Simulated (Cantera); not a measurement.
Feed: 1 mol SiC, 0.42 mol N₂O, a varied amount of N₂, at 1552 °C and 7.50 Torr.

Equilibrium computed with Cantera from the NASA thermochemical tables; the gas is ideal and each condensed phase is pure. Candidate condensed phases: C, Si, SiC, SiO₂, Si₂N₂O, Si₃N₄; 34 gas species. Equilibrium is a limit: real reactors are often held back by kinetics, nucleation or transport.

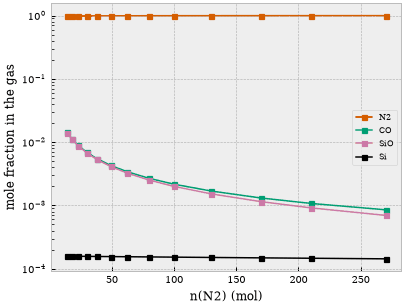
Equilibrium gas composition (values under 1e-9 drawn at 1e-9)

From 14 mol N₂ to 270 mol N₂ the condensed part is SiC(s). The main Si-bearing gas is SiO throughout. The share of Si in condensed phases is highest at 14 mol N₂ (78.9 %) and lowest at 270 mol N₂ (76.8 %).
